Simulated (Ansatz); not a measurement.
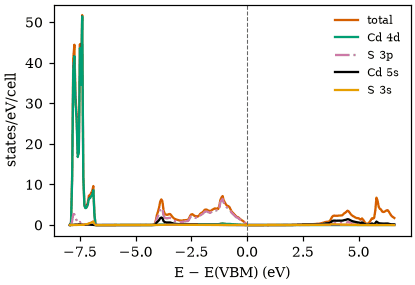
*Total and projected density of states of CdS (wurtzite, space group No. 186), DFT-r²SCAN in the program Ansatz with PAW potentials*

**Question.** Which orbitals carry the states next to the gap?

**Answer.** Top 1 eV of the valence band: S 3p 90 %, Cd 4d 6 %. Bottom 1 eV of the conduction band: Cd 5s 60 %, S 3s 21 %, S 3p 16 %. Projections are on Löwdin-orthogonalised atomic valence shells; empty p or d shells of many metals are not among them.

**Question.** Where is the tallest occupied peak in this window, and what makes it?

**Answer.** Near -7.4 eV, about 52 states/eV per cell; the largest projected share is Cd 4d.

Space group P6_3mc (wurtzite). The r²SCAN relaxation kept the symmetry of its start. Scalar-relativistic: spin–orbit coupling is off unless named, which matters more the heavier the elements.

Potentials: the later of the program's two PAW sets.
